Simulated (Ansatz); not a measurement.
System: C₂HF₃Sn.

Input file:

```
crystal:
  periodic: [false, false, false]
  atoms:
    - {symbol: C, position_ang: [1.309570, -1.640593, 0.696290]}
    - {symbol: C, position_ang: [0.591897, -0.741166, 0.308816]}
    - {symbol: F, position_ang: [-2.249652, 0.147582, -1.111185]}
    - {symbol: F, position_ang: [0.204695, 1.856689, -1.686489]}
    - {symbol: F, position_ang: [-1.126026, 1.975330, 1.050463]}
    - {symbol: Sn, position_ang: [-0.615473, 0.772821, -0.343728]}
    - {symbol: H, position_ang: [1.946388, -2.438662, 1.040132]}
basis:
  gaussian:
    orbitals: def2-TZVPD
hamiltonian:
  xc: {name: PBE0}
output: {forces: true, orbitals: {seedname: orbitals}}
```

Run with:

```sh
ansatz run input.yaml --threads 2 --pin off --max-ram 5220MiB --events-out events.jsonl --progress --plain --runs-dir runs
```

Geometry: PBE0-D4/def2-SVP; core potentials replace the inner electrons of Sn.

Computed with Ansatz, isolated molecule in a Gaussian basis; Kohn-Sham density functional theory, functional PBE0.

**What will maps of the electron density and electron localisation function show?**

C–C (1.21 Å): ρ is about 2.8 e/Å³ halfway; the ELF peaks at about 0.85 between the atoms; a short, multiple covalent bond.
Sn–F (1.91 Å): the density is about 0.87 e/Å³ at the midpoint; the ELF peaks at about 0.80 in the valence shell of F, 0.5 Å from its nucleus, and drops to about 0.15 between the two atoms.
C–Sn (2.04 Å): the density is about 0.82 e/Å³ at the midpoint; the ELF peaks at about 0.90 in the valence shell of C, 0.7 Å from its nucleus, and drops to about 0.20 between the two atoms.
C–H (1.08 Å): the density is about 2.1 e/Å³ at the midpoint; the ELF climbs to about 1 towards the hydrogen, as it does in any bond to H (a covalent bond by its length).

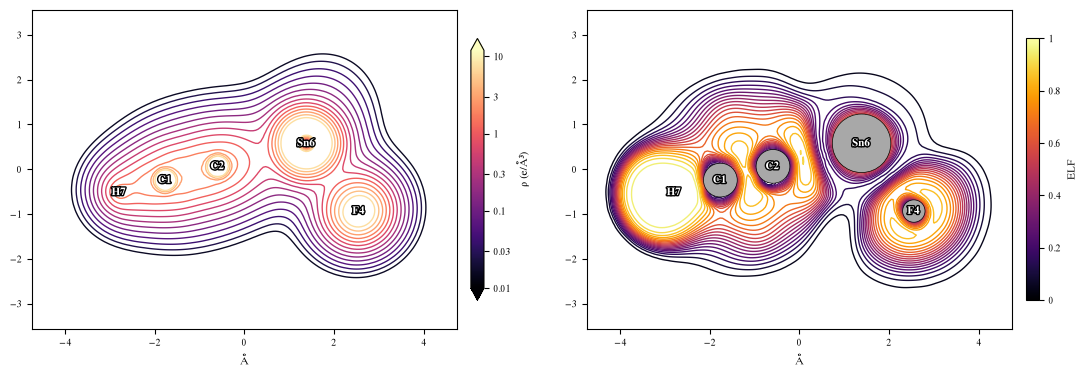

Computed electron density and electron localisation function on the plane of atoms C2, Sn6 and F4, in this order. Grey discs cover the atomic cores in the ELF map. 
